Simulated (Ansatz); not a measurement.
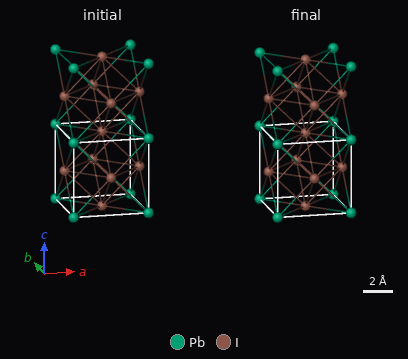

The structure of solid PbI₃ (built on the Cu3Au (L1_2)_221 type) before (left) and after (right) a relaxation, at one scale.

A ball-and-stick model of the cell of the calculation, repeated 1 × 1 × 2 with one cell outlined, seen slightly off an axis.

Case: Cu3Au (L1_2) type (Pm-3m, No. 221).

Computed with Ansatz, DFT PBE, scalar-relativistic, plane waves, PAW. Set-up: plane-wave cutoff 420 eV; k-point mesh 10 × 10 × 10; occupations gaussian; smearing width 0.1 eV; no spin polarisation; cell and atoms relaxed; force threshold 0.01 eV/Å; at most 80 steps.

Question: Describe what moved and what it gained.

Answer: Over 3 accepted moves (4 points after the start) the energy falls by 35.1 meV per cell of the calculation. All forces vanish by symmetry, so only the cell relaxes. Pressure: −1.22 GPa at the start and 0.00 GPa at the end. The SCF was repeated once at an unchanged geometry on a basis and grid sized afresh for the cell, which shifted the energy by 1.1 meV per cell of the calculation at most. No atom moves by more than 0.005 Å relative to the cell. The drawn cell changes as follows: a = b = c 5.369 → 5.266 Å (−1.9 %); the volume changes by −5.6 %. Near-neighbour distances that change, for instance: I–Pb 3.796 → 3.724 Å, I–I 3.796 → 3.724 Å. The space group stays Pm-3m (No. 221). Cost: 100 s on 1 thread of Arm Neoverse V1 (shared host), peak memory 0.54 GiB.

Limits of the set-up: an odd number of electrons was run without spin polarisation, which fails if the electron would localise.
